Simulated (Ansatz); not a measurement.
# GeH₃Br + HF: a complex and its separated parts, part 2 of 2

Ansatz 0.2.0, Gaussian basis. Earlier steps stand in the parts before.

## (13) CAM-B3LYP-D4/def2-TZVPP

The inputs:

parta/in.yaml

```yaml
crystal:
  periodic: [false, false, false]
  atoms:
    - {symbol: Ge, position_ang: [-0.876205, 0.498660, -0.402957]}
    - {symbol: Br, position_ang: [0.490480, 0.958907, 1.400588]}
    - {symbol: H, position_ang: [-0.378071, -0.808561, -1.026478]}
    - {symbol: H, position_ang: [-2.303725, 0.360404, 0.134452]}
    - {symbol: H, position_ang: [-0.750586, 1.673443, -1.377556]}
basis:
  gaussian: {orbitals: def2-TZVPP}
hamiltonian: {xc: {name: CAM-B3LYP}, dispersion: d4}
```

partb/in.yaml

```yaml
crystal:
  periodic: [false, false, false]
  atoms:
    - {symbol: H, position_ang: [1.752914, -0.960747, 0.841648]}
    - {symbol: F, position_ang: [2.065195, -1.722107, 0.430302]}
basis:
  gaussian: {orbitals: def2-TZVPP}
hamiltonian: {xc: {name: CAM-B3LYP}, dispersion: d4}
```

One command serves all of them, each in its own folder.

Command:

```sh
> ansatz run in.yaml --threads 4 --pin off --events-out ev --progress --plain --max-ram 9574MiB
```

parta printed, cut to the lines that bear on the results:

```text
Functional definition: CAM-B3LYP
  name "CAM-B3LYP"
  cite "Yanai, Tew & Handy, Chem. Phys. Lett. 393, 51 (2004) doi:10.1016/j.cplett.2004.06.011"
  cite "Iikura, Tsuneda, Yanai & Hirao, J. Chem. Phys. 115, 3540 (2001) doi:10.1063/1.1383587"
[... 2 set-up lines as earlier in the session ...]
[...]
979 factors; their error is unknown
203 factors; integrals over basis functions are off by at most 4.3e-5 eV
[...]
mean field -126621.06376952 eV, -4653.2382666901 hartree, gradient 8.3e-5 eV, S^2 0.000000; 0 other end points of the search recorded, 0 dependent functions left out
reference -126621.06388286 eV, -4653.2382708554 hartree; 35, 35 occupied and 103, 103 virtual orbitals, 979 factors
Total energy: -126621.13347898 eV, -4653.2408284657 hartree
```

Output in partb, cut to the lines that bear on the results:

```text
[... 6 set-up lines as earlier in the session ...]
[...]
  # Exact exchange under (alpha + beta erf(omega r))/r, Becke's under what is left of 1/r.
[...]
215 factors; their error is unknown
48 factors; integrals over basis functions are off by at most 4.9e-5 eV
[...]
mean field -2733.85902430 eV, -100.4674660667 hartree, gradient 6.2e-5 eV, S^2 0.000000; 0 other end points of the search recorded, 0 dependent functions left out
reference -2733.85906843 eV, -100.4674676885 hartree; 5, 5 occupied and 40, 40 virtual orbitals, 215 factors
Total energy: -2733.86050874 eV, -100.4675206188 hartree
```

Wall times: 1.1 s (parta), 0.15 s (partb) on 4 threads of Arm Neoverse V2, shared host.

## (14) wB97X-V/def2-TZVPP

Each input of step 13 (parta, partb) changes in the same lines:

```diff
-hamiltonian: {xc: {name: CAM-B3LYP}, dispersion: d4}
+hamiltonian: {xc: {name: wB97X-V}}
```

The same command starts each run, in its folder.

Command:

```sh
> ansatz run in.yaml --threads 4 --pin off --events-out ev --progress --plain --max-ram 9574MiB
```

parta printed, cut to the lines that bear on the results:

```text
Functional definition: wB97X-V
  name "wB97X-V"
  cite "Mardirossian & Head-Gordon, Phys. Chem. Chem. Phys. 16, 9904 (2014) doi:10.1039/C3CP54374A"
[... 2 set-up lines as earlier in the session ...]
[...]
      + integral(e_c_pw_opposite_spin*poly(b97_u_opposite, cos0, cos1)) + vv10(b, c)
979 factors; their error is unknown
175 factors; integrals over basis functions are off by at most 6.5e-5 eV
[...]
mean field -126602.82665339 eV, -4652.5680650341 hartree, gradient 6.4e-5 eV, S^2 0.000000; 0 other end points of the search recorded, 0 dependent functions left out
reference -126602.82665181 eV, -4652.5680649759 hartree; 35, 35 occupied and 103, 103 virtual orbitals, 979 factors
Total energy: -126602.82665181 eV, -4652.5680649759 hartree
```

Output in partb, cut to the lines that bear on the results:

```text
[... 5 set-up lines as earlier in the session ...]
[...]
      + integral(e_c_pw_opposite_spin*poly(b97_u_opposite, cos0, cos1)) + vv10(b, c)
215 factors; their error is unknown
48 factors; integrals over basis functions are off by at most 2.2e-5 eV
[...]
mean field -2733.49560591 eV, -100.4541106875 hartree, gradient 1.0e-5 eV, S^2 0.000000; 0 other end points of the search recorded, 0 dependent functions left out
reference -2733.49560532 eV, -100.4541106657 hartree; 5, 5 occupied and 40, 40 virtual orbitals, 215 factors
Total energy: -2733.49560532 eV, -100.4541106657 hartree
```

Wall times: 3 s (parta), 0.25 s (partb) on 4 threads of Arm Neoverse V2, shared host.

## (15) wB97M-V/def2-TZVPP

The same edit goes into each in.yaml of step 14 (parta, partb):

```diff
-hamiltonian: {xc: {name: wB97X-V}}
+hamiltonian: {xc: {name: wB97M-V}}
```

One command serves all of them, each in its own folder.

Command:

```sh
> ansatz run in.yaml --threads 4 --pin off --events-out ev --progress --plain --max-ram 9574MiB
```

Output in parta, cut to the lines that bear on the results:

```text
Functional definition: wB97M-V
  name "wB97M-V"
  cite "Mardirossian & Head-Gordon, J. Chem. Phys. 144, 214110 (2016) doi:10.1063/1.4952647"
[... 2 set-up lines as earlier in the session ...]
  # Of w^i u^j: cxij and so on, Table III.
[...]
  gx(w, u) = 1 - cx + cx01*u + cx10*w
[...]
      + integral(e_c_pw_mod_opposite_spin*gos(b97_w_opposite, b97_u_opposite)) + vv10(b, c)
971 factors; their error is unknown
175 factors; integrals over basis functions are off by at most 6.5e-5 eV
[...]
mean field -126606.99581506 eV, -4652.7212788995 hartree, gradient 5.4e-5 eV, S^2 0.000000; 0 other end points of the search recorded, 0 dependent functions left out
reference -126606.99585334 eV, -4652.7212803062 hartree; 35, 35 occupied and 103, 103 virtual orbitals, 971 factors
Total energy: -126606.99585334 eV, -4652.7212803062 hartree
```

partb printed, cut to the lines that bear on the results:

```text
[... 5 set-up lines as earlier in the session ...]
  # Of w^i u^j: cxij and so on, Table III.
[...]
  gx(w, u) = 1 - cx + cx01*u + cx10*w
[...]
      + integral(e_c_pw_mod_opposite_spin*gos(b97_w_opposite, b97_u_opposite)) + vv10(b, c)
215 factors; their error is unknown
48 factors; integrals over basis functions are off by at most 2.2e-5 eV
[...]
mean field -2733.67553195 eV, -100.4607228472 hartree, gradient 1.2e-5 eV, S^2 0.000000; 0 other end points of the search recorded, 0 dependent functions left out
reference -2733.67554661 eV, -100.4607233861 hartree; 5, 5 occupied and 40, 40 virtual orbitals, 215 factors
Total energy: -2733.67554661 eV, -100.4607233861 hartree
```

They took 3.7 s (parta), 0.25 s (partb) on 4 threads of Arm Neoverse V2, shared host.

## (16) B2PLYP/def2-TZVPP

The same edit goes into each in.yaml of step 15 (parta, partb):

```diff
-hamiltonian: {xc: {name: wB97M-V}}
+hamiltonian: {xc: {name: B2PLYP}}
```

Each run has its own folder and the same command.

Command:

```sh
> ansatz run in.yaml --threads 4 --pin off --events-out ev --progress --plain --max-ram 9574MiB
```

Output in parta, cut to the lines that bear on the results:

```text
Functional definition: B2PLYP
  name "B2PLYP"
  cite "Grimme, J. Chem. Phys. 124, 034108 (2006) doi:10.1063/1.2148954"
[... 2 set-up lines as earlier in the session ...]
[...]
872 factors; integrals over basis functions are off by at most 1.2e-3 eV
[...]
mean field -126589.08844227 eV, -4652.0631950875 hartree, gradient 4.2e-6 eV, S^2 0.000000; 0 other end points of the search recorded, 0 dependent functions left out
18 core orbitals not correlated: weight in the atoms' cores, before any rotation towards them, 1.000 or more for the frozen orbitals, at most 0.000 for the correlated occupied ones
reference -126589.08859038 eV, -4652.0632005303 hartree; 17, 17 occupied and 103, 103 virtual orbitals, 872 factors
second order -17.57847739 eV of doubles, -0.00000000 eV of singles
Total energy: -126593.83477927 eV, -4652.2376197551 hartree
```

partb printed, cut to the lines that bear on the results:

```text
[... 5 set-up lines as earlier in the session ...]
[...]
287 factors; integrals over basis functions are off by at most 1.0e-3 eV
[...]
mean field -2730.72526626 eV, -100.3523025832 hartree, gradient 1.4e-6 eV, S^2 0.000000; 0 other end points of the search recorded, 0 dependent functions left out
1 core orbitals not correlated: weight in the atoms' cores, before any rotation towards them, 1.000 or more for the frozen orbitals, at most 0.000 for the correlated occupied ones
reference -2730.72532296 eV, -100.3523046668 hartree; 4, 4 occupied and 40, 40 virtual orbitals, 287 factors
second order -8.59393571 eV of doubles, -0.00000000 eV of singles
Total energy: -2733.04568561 eV, -100.4375764211 hartree
```

Times: 1.8 s (parta), 0.15 s (partb) on 4 threads of Arm Neoverse V2, shared host.

## (17) PBE-QIDH/def2-TZVPP

The same edit goes into each in.yaml of step 16 (parta, partb):

```diff
-hamiltonian: {xc: {name: B2PLYP}}
+hamiltonian: {xc: {name: PBE-QIDH}}
```

The same command starts each run, in its folder.

Command:

```sh
> ansatz run in.yaml --threads 4 --pin off --events-out ev --progress --plain --max-ram 9574MiB
```

Log of parta, cut to the lines that bear on the results:

```text
Functional definition: PBE-QIDH
  name "PBE-QIDH"
  cite "Brémond, Sancho-García, Pérez-Jiménez & Adamo, J. Chem. Phys. 141, 031101 (2014) doi:10.1063/1.4890314"
[... 1 set-up line as earlier in the session ...]
[...]
872 factors; integrals over basis functions are off by at most 1.2e-3 eV
[...]
mean field -126576.36446045 eV, -4651.5955973801 hartree, gradient 7.5e-6 eV, S^2 0.000000; 0 other end points of the search recorded, 0 dependent functions left out
18 core orbitals not correlated: weight in the atoms' cores, before any rotation towards them, 1.000 or more for the frozen orbitals, at most 0.000 for the correlated occupied ones
reference -126576.36447114 eV, -4651.5955977730 hartree; 17, 17 occupied and 103, 103 virtual orbitals, 872 factors
second order -16.39988089 eV of doubles, -0.00000000 eV of singles
Total energy: -126581.83109810 eV, -4651.7964926085 hartree
```

Log of partb, cut to the lines that bear on the results:

```text
[... 4 set-up lines as earlier in the session ...]
[...]
287 factors; integrals over basis functions are off by at most 1.0e-3 eV
[...]
mean field -2728.92255081 eV, -100.2860540122 hartree, gradient 3.8e-6 eV, S^2 0.000000; 0 other end points of the search recorded, 0 dependent functions left out
1 core orbitals not correlated: weight in the atoms' cores, before any rotation towards them, 1.000 or more for the frozen orbitals, at most 0.000 for the correlated occupied ones
reference -2728.92255417 eV, -100.2860541355 hartree; 4, 4 occupied and 40, 40 virtual orbitals, 287 factors
second order -8.07145302 eV of doubles, -0.00000000 eV of singles
Total energy: -2731.61303851 eV, -100.3849276113 hartree
```

They took 1.8 s (parta), 0.15 s (partb) on 4 threads of Arm Neoverse V2, shared host.

## (18) RPA on PBE/def2-TZVPP

Each input of step 17 (parta, partb) changes in the same lines:

```diff
-hamiltonian: {xc: {name: PBE-QIDH}}
+hamiltonian: {xc: pbe}
+correlation: {method: rpa}
```

Each run has its own folder and the same command.

Command:

```sh
> ansatz run in.yaml --threads 4 --pin off --events-out ev --progress --plain --max-ram 9574MiB
```

Log of parta, cut to the lines that bear on the results:

```text
[... 4 set-up lines as earlier in the session ...]
[...]
872 factors; integrals over basis functions are off by at most 1.2e-3 eV
[...]
mean field -126595.04024189 eV, -4652.2819196891 hartree, gradient 3.9e-6 eV, S^2 0.000000; 0 other end points of the search recorded, 0 dependent functions left out
18 core orbitals not correlated: weight in the atoms' cores, before any rotation towards them, 1.000 or more for the frozen orbitals, at most 0.000 for the correlated occupied ones
reference -126520.00369254 eV, -4649.5243773622 hartree; 17, 17 occupied and 103, 103 virtual orbitals, 872 factors
Total energy: -126543.04790571 eV, -4650.3712365764 hartree
```

Output in partb, cut to the lines that bear on the results:

```text
[... 4 set-up lines as earlier in the session ...]
[...]
287 factors; integrals over basis functions are off by at most 1.0e-3 eV
[...]
mean field -2731.84354876 eV, -100.3933987069 hartree, gradient 9.3e-7 eV, S^2 0.000000; 0 other end points of the search recorded, 0 dependent functions left out
1 core orbitals not correlated: weight in the atoms' cores, before any rotation towards them, 1.000 or more for the frozen orbitals, at most 0.000 for the correlated occupied ones
reference -2722.68132128 eV, -100.0566930574 hartree; 4, 4 occupied and 40, 40 virtual orbitals, 287 factors
Total energy: -2733.63265037 eV, -100.4591469783 hartree
```

They took 1.4 s (parta), 0.15 s (partb) on 4 threads of Arm Neoverse V2, shared host.

## (19) CCSD(T)/def2-TZVPP

The same edit goes into each in.yaml of step 18 (parta, partb):

```diff
-hamiltonian: {xc: pbe}
-correlation: {method: rpa}
+correlation: {method: ccsd_t}
```

One command serves all of them, each in its own folder.

Command:

```sh
> ansatz run in.yaml --threads 4 --pin off --events-out ev --progress --plain --max-ram 9574MiB
```

Output in parta, cut to the lines that bear on the results:

```text
Functional definition: HF
  name "HF"
  cite "Fock, Z. Phys. 61, 126 (1930) doi:10.1007/BF01340294"
[... 1 set-up line as earlier in the session ...]
[...]
872 factors; integrals over basis functions are off by at most 1.2e-3 eV
[...]
mean field -126521.20885446 eV, -4649.5686662458 hartree, gradient 3.4e-6 eV, S^2 0.000000; 0 other end points of the search recorded, 0 dependent functions left out
18 core orbitals not correlated: weight in the atoms' cores, before any rotation towards them, 1.000 or more for the frozen orbitals, at most 0.000 for the correlated occupied ones
reference -126521.20885446 eV, -4649.5686662458 hartree; 17, 17 occupied and 103, 103 virtual orbitals, 872 factors
second order -14.65532219 eV of doubles, -0.00000000 eV of singles
cycle   1  -14.66822426 eV  change   -1.3e-2 eV  update   8.1e-2
[...]
cycle   8  -15.14696119 eV  change   -2.8e-5 eV  update   1.9e-5
perturbative correction -0.49663068 eV, -0.0182508408 hartree
Total energy: -126536.85244632 eV, -4650.1435576432 hartree
```

partb printed, cut to the lines that bear on the results:

```text
[... 4 set-up lines as earlier in the session ...]
[...]
287 factors; integrals over basis functions are off by at most 1.0e-3 eV
[...]
mean field -2722.91277390 eV, -100.0651987844 hartree, gradient 4.5e-6 eV, S^2 0.000000; 0 other end points of the search recorded, 0 dependent functions left out
1 core orbitals not correlated: weight in the atoms' cores, before any rotation towards them, 1.000 or more for the frozen orbitals, at most 0.000 for the correlated occupied ones
reference -2722.91277390 eV, -100.0651987844 hartree; 4, 4 occupied and 40, 40 virtual orbitals, 287 factors
second order -7.36479606 eV of doubles, -0.00000000 eV of singles
cycle   1  -7.29617371 eV  change    6.9e-2 eV  update   3.9e-2
[...]
cycle   8  -7.43084506 eV  change    8.8e-7 eV  update   3.3e-6
perturbative correction -0.17033182 eV, -0.0062595789 hartree
Total energy: -2730.51395079 eV, -100.3445368826 hartree
```

Wall times: 4.9 s (parta), 0.15 s (partb) on 4 threads of Arm Neoverse V2, shared host; peak memory 0.58 GiB.

## (20) Vibrations of GeH₃Br

File vib-parta/in.yaml:

```yaml
crystal:
  periodic: [false, false, false]
  atoms:
    - {symbol: Ge, position_ang: [-0.876205, 0.498660, -0.402957]}
    - {symbol: Br, position_ang: [0.490480, 0.958907, 1.400588]}
    - {symbol: H, position_ang: [-0.378071, -0.808561, -1.026478]}
    - {symbol: H, position_ang: [-2.303725, 0.360404, 0.134452]}
    - {symbol: H, position_ang: [-0.750586, 1.673443, -1.377556]}
basis:
  gaussian: {orbitals: def2-TZVP}
hamiltonian: {xc: pbe0, dispersion: d4}
phonons: {temperatures: {t_min: 298.15, t_max: 900, t_step: 200}}
```

Command:

```sh
> ansatz run in.yaml --threads 4 --pin off --events-out ev --progress --plain --max-ram 9574MiB
```

The log of the run, cut to the lines that bear on the results:

```text
[... 5 set-up lines as earlier in the session ...]
[...]
946 factors; their error is unknown
[...]
mean field -126599.07699692 eV, -4652.4302677004 hartree, gradient 6.4e-5 eV, S^2 0.000000; 0 other end points of the search recorded, 0 dependent functions left out
[...]
Atom 2 at    -0.378071    -0.808561    -1.026478 Å, force     0.000060    -0.000134    -0.000054 eV/Å
Atom 3 at    -2.303725     0.360404     0.134452 Å, force    -0.000145     0.000013     0.000052 eV/Å
Atom 4 at    -0.750586     1.673443    -1.377556 Å, force    -0.000006     0.000130    -0.000083 eV/Å
Dipole moment:    -0.233618    -0.078669    -0.308290 e Å
Vibrations: 308.95 571.86 571.87 832.77 870.08 870.15 2176.59 2189.12 2189.13 cm⁻¹, zero-point energy 0.655909 eV
```

Wall time 16 s (4 threads of Arm Neoverse V2, shared host).

The modes, with what each moves most:

```
mode  wavenumber (cm⁻¹)      character
   1                309  Ge–Br stretch
   2                572           bend
   3                572           bend
   4                833           bend
   5                870           bend
   6                870           bend
   7               2177   Ge–H stretch
   8               2189   Ge–H stretch
   9               2189   Ge–H stretch
```

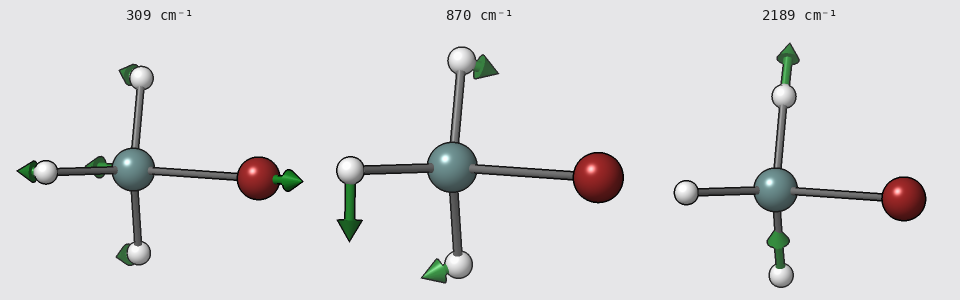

How the atoms move in 3 of the modes.

Vibrational sums (real modes only):

```
T (K)  entropy (J/mol/K)  heat capacity (J/mol/K)
  298               12.0                     23.2
  498               27.8                     38.2
  698               42.3                     47.9
  898               55.3                     54.8
```

## (21) Vibrations of HF

File vib-partb/in.yaml:

```yaml
crystal:
  periodic: [false, false, false]
  atoms:
    - {symbol: H, position_ang: [1.752914, -0.960747, 0.841648]}
    - {symbol: F, position_ang: [2.065195, -1.722107, 0.430302]}
basis:
  gaussian: {orbitals: def2-TZVP}
hamiltonian: {xc: pbe0, dispersion: d4}
phonons: {temperatures: {t_min: 298.15, t_max: 900, t_step: 200}}
```

Command:

```sh
> ansatz run in.yaml --threads 4 --pin off --events-out ev --progress --plain --max-ram 9574MiB
```

The log of the run, cut to the lines that bear on the results:

```text
[... 5 set-up lines as earlier in the session ...]
[...]
200 factors; their error is unknown
[...]
mean field -2731.80169989 eV, -100.3918607892 hartree, gradient 6.9e-6 eV, S^2 0.000000; 0 other end points of the search recorded, 0 dependent functions left out
[...]
reference -2731.80152748 eV, -100.3918544534 hartree; 5, 5 occupied and 32, 32 virtual orbitals, 200 factors
Total energy: -2731.80322160 eV, -100.3919167111 hartree
Atom 0 at     1.752914    -0.960747     0.841648 Å, force    -0.001164     0.002838     0.001533 eV/Å
Atom 1 at     2.065195    -1.722107     0.430302 Å, force     0.001164    -0.002838    -0.001533 eV/Å
Dipole moment:    -0.136048     0.331694     0.179207 e Å
Vibrations: 4153.72 cm⁻¹, zero-point energy 0.257498 eV
```

Run time: 0.7 s. Hardware: 4 threads of Arm Neoverse V2, shared host.

Wavenumbers and character of the modes:

```
mode  wavenumber (cm⁻¹)    character
   1               4154  F–H stretch
```

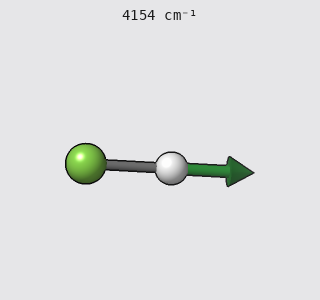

Displacements of 1 modes, as arrows.

Vibrational sums (real modes only):

```
T (K)  entropy (J/mol/K)  heat capacity (J/mol/K)
  298                0.0                      0.0
  498                0.0                      0.0
  698                0.0                      0.1
  898                0.1                      0.5
```

## (22) Complex less separated parts

The complex's own energies come from single points at the same levels.

Rows are in def2-TZVPP; times add the 3 runs of a level on a shared host, so small differences are noise.

Differences are taken before rounding.

```
      method                    rung  complex less parts (eV)  from CCSD(T) (eV)   time
       SPW92                     LDA                   -0.337             -0.168  1.3 s
      PBE-D4                     GGA                   -0.242             -0.073  2.1 s
     BLYP-D4                     GGA                   -0.224             -0.054  2.2 s
   r2SCAN-D4                meta-GGA                   -0.211             -0.041  4.8 s
      B97M-V                meta-GGA                   -0.187             -0.017  9.5 s
     PBE0-D4                  hybrid                   -0.212             -0.042  3.1 s
    B3LYP-D4                  hybrid                   -0.210             -0.041  3.2 s
  r2SCAN0-D4                  hybrid                   -0.197             -0.028  5.8 s
    BHLYP-D4                  hybrid                   -0.195             -0.026    3 s
CAM-B3LYP-D4  range-separated hybrid                   -0.217             -0.047  3.6 s
     wB97X-V  range-separated hybrid                   -0.198             -0.028  7.9 s
     wB97M-V  range-separated hybrid                   -0.202             -0.032   10 s
      B2PLYP           double hybrid                   -0.170              0.000  5.3 s
    PBE-QIDH           double hybrid                   -0.174             -0.004  5.2 s
  RPA on PBE                     RPA                   -0.141             +0.029  4.5 s
Hartree-Fock            wavefunction                   -0.061             +0.109       
         MP2            wavefunction                   -0.178             -0.008       
        CCSD            wavefunction                   -0.153             +0.016       
     CCSD(T)            wavefunction                   -0.170                  0   72 s
```

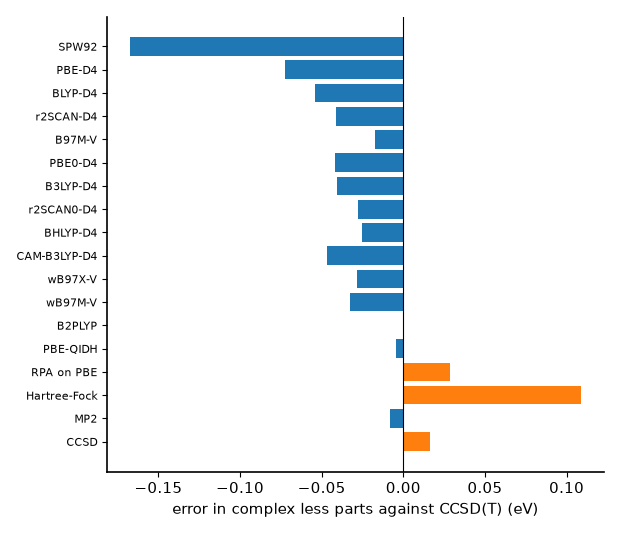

How far each level lands from CCSD(T).

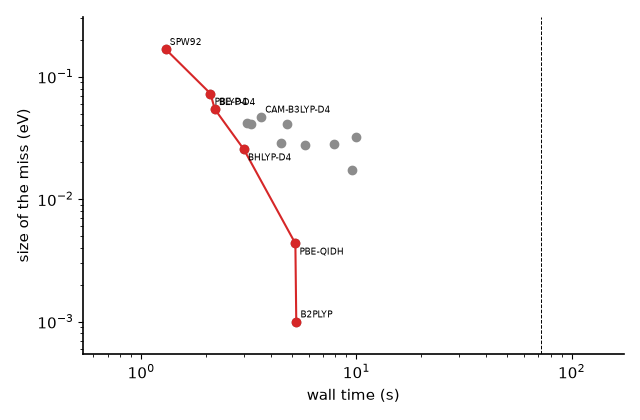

Accuracy for the time spent; red marks the levels that beat every quicker one drawn (of those quicker than the yardstick), and the dashed line is the time of CCSD(T). Only those levels and the largest misses are named. Misses under 0.001 eV are drawn at that value. Times are from a shared host.

B2PLYP reaches 0.000 eV from the reference in 5.3 s, where CCSD(T) took 72 s; the quickest level in the cost chart, SPW92, takes 1.3 s and misses by 0.168 eV.

The complex's zero-point energy, from a separate PBE0-D4 run, is 0.963 eV.

## (23) Results

What follows sums up all 2 parts.

```
                              quantity      value
complex less parts, CCSD(T)/def2-TZVPP  -0.170 eV
                with zero-point energy  -0.120 eV
                 largest T1 diagnostic      0.009
```

At CCSD(T) the complex lies 0.170 eV below its parts. B2PLYP is the best functional here (0.000 eV from CCSD(T)); SPW92 is the worst (-0.168 eV). Mean unsigned error by rung: LDA 0.168, GGA 0.063, meta-GGA 0.029, hybrid 0.034, range-separated hybrid 0.036, double hybrid 0.002 eV. The double hybrids carry no dispersion term here, unlike the levels marked D4 or V. PBE-D4 gives a relative energy 0.073 eV too low, outside chemical accuracy (1 kcal/mol, 0.043 eV). The complex's frequency run has imaginary modes: the structure is no minimum, so both the energy and the zero-point correction are in doubt. No counterpoise was applied, and triple zeta lacks some correlation, so the CCSD(T) reference has a basis error of its own, and close matches with it are partly luck.
